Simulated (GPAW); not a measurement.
# Polarising Cl-GaAs-Cl chair monolayer with a field along the normal

The dipole of the cell at several fields, atoms fixed. What does the strongest field give, and what length does the slope stand for?

**Method.** GPAW 26.7.0, plane waves (400 eV), PAW setups, PBE, 9×9 mesh, a dipole layer in the vacuum; geometry relaxed without an applied field with GPAW. The cell's area is 15.30 Å², and e/ε0 = 180.95 V Å.

Results, with one row withheld:

| field (V/Å) | dipole (e Å) |
| --- | --- |
| −0.2 | −0.1824 |
| −0.1 | −0.1340 |
| −0.05 | −0.1098 |
| 0.05 | −0.0613 |
| 0.1 | −0.0371 |
| 0.2 | 0.0114 |
| 0.3 | ? |

To predict: What is the dipole at 0.3 V/Å?

**Working.** A line through the 6 points has the slope α = 0.485 e Å per V/Å and the intercept p₀ = −0.0855 e Å (r.m.s. residual 2.7e−05). At 0.3 V/Å it gives p = −0.0855 + 0.485 × 0.3 = 0.0598 e Å; the run gives 0.0600 e Å, so the response stays linear to 0.1 % of the induced part. Dividing by ε0 and the area: α/(ε0 A) = 0.485 × 180.95 / 15.30 = 5.73 Å, against 5.10 Å between the outer nuclei. For a gapped layer this length is t(1 − 1/ε), so it fixes ε only once a thickness t is chosen.

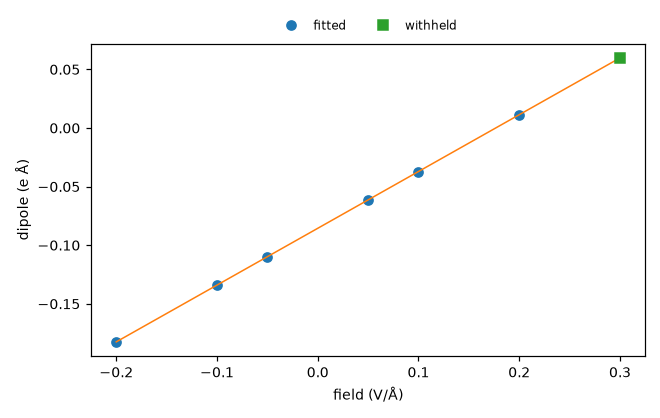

The line and the withheld run.

Caveats: This is the electronic response alone; ions that move would add to it in polar layers. No run was spin-polarised, so magnetic states weren't tested. Layers with unlike faces were relaxed with their cell in a fully periodic cell without the dipole layer, so their atoms felt a small spurious field.
